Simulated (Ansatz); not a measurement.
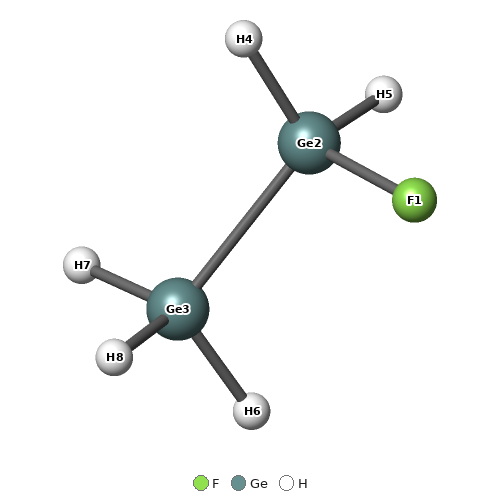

The system is FGe₂H₅ (SMILES [F][GeH2][GeH3]) with the probe K+; the picture shows it without the atoms that are moved over the map. The probe is moved over the molecule's main plane. Coordinates scanned: (1) x of the probe's K atom; (2) y of the probe's K atom. Nothing is relaxed (molecule and probe rigid). The grid has 17 × 15 points. At 70 points there is no value (left out of the scan, as a rule where atoms come close). All energies are given in kJ/mol relative to the lowest grid point. Energies and slopes of some neighbouring points disagree (a jump in structure or state, or too coarse a mesh). All numbers below come from RKS PBE-D4/def2-SVP in Ansatz.

Range: x of the probe's K atom from −6.24 to 6.24 Å; y of the probe's K atom from −5.46 to 5.46 Å.

Question: What will the energy surface look like?

Answer: The lowest grid point is at x of the probe's K atom = 3.12 Å, y of the probe's K atom = −2.34 Å [nearest 1 F at 2.42 Å]. The highest grid point, x of the probe's K atom = 1.56 Å, y of the probe's K atom = 3.12 Å [nearest 2 H at 2.18 Å], lies 188 kJ/mol above the lowest.

```csv
"y of the probe's K atom ↓, x of the probe's K atom →",−6.24,−4.68,−3.12,−1.56,0.00,1.56,3.12,4.68,6.24
5.46,100,99,99,96,90,87,90,92,93
4.68,98,96,93,90,84,76,82,89,91
3.90,96,89,84,95,102,85,72,84,89
3.12,92,80,98,114,–,188,70,77,87
2.34,87,89,–,–,–,–,64,67,83
1.56,82,–,–,–,–,–,64,53,79
0.78,79,–,–,–,–,–,–,39,75
0.00,78,172,–,–,–,–,–,29,71
−0.78,80,112,–,–,–,–,–,24,70
−1.56,83,85,–,–,–,–,–,28,71
−2.34,86,76,–,–,84,–,0,40,73
−3.12,89,72,86,105,35,10,17,54,77
−3.90,92,79,69,65,40,31,44,67,80
−4.68,93,86,75,68,62,58,64,75,82
−5.46,94,90,84,79,76,74,76,81,85
```

The table holds every second grid line.

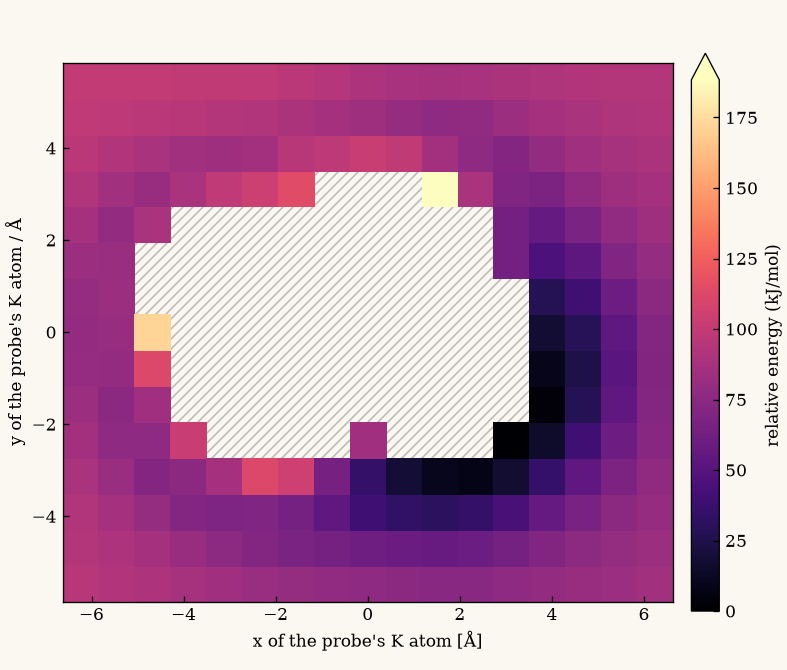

In the figure: one coloured cell a grid point, one colour for all values above the top of the scale, hatched blanks where no value was computed.

Time for the 185 points that were run: 22 min on 1 thread of Arm Neoverse V2, with other jobs on the host.
